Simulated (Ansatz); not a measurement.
```xyz
6

C     0.0677   -2.8261    1.2268
Al   -0.8562   -1.1883    1.6651
Br   -1.3085    0.3103    3.2981
Te   -1.1118   -1.9441   -0.6748
H     1.1428   -2.8664    0.9788
H    -0.3379   -3.8280    1.4513
```

Geometry: BLYP-D3(BJ)/def2-SVP; core potentials replace the inner electrons of Te.

Theory: isolated molecule in a Gaussian basis; Kohn-Sham density functional theory, functional PBE0 (Ansatz).

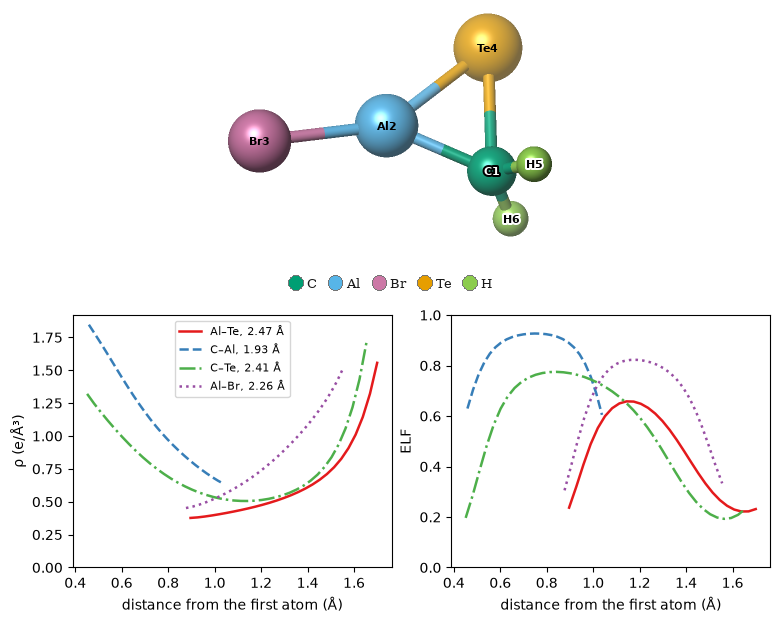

CH2AlBrTe (SMILES [Br][Al]1[CH2][Te]1). Electron density and electron localisation function along straight lines between neighbouring atoms. The curves leave out the atomic cores. The structure is drawn too.

What can be read from the curves?

Al–Te (2.47 Å): the density is about 0.49 e/Å³ at the midpoint; the ELF peaks at about 0.65 in the valence shell of Te, 1.3 Å from its nucleus, and drops to about 0.20 between the two atoms.
C–Al (1.93 Å): ρ at the midpoint is about 0.72 e/Å³; the ELF peaks at about 0.95 between the atoms; a shared but strongly polarised pair.
C–Te (2.41 Å): the density is about 0.51 e/Å³ at the midpoint; the ELF peaks at about 0.75 in the valence shell of C, 0.8 Å from its nucleus, and drops to about 0.20 between the two atoms.
Al–Br (2.26 Å): ρ at the midpoint is about 0.65 e/Å³; the ELF peaks at about 0.80 in the valence shell of Br, 1.1 Å from its nucleus, and is about 0.80 at the midpoint.
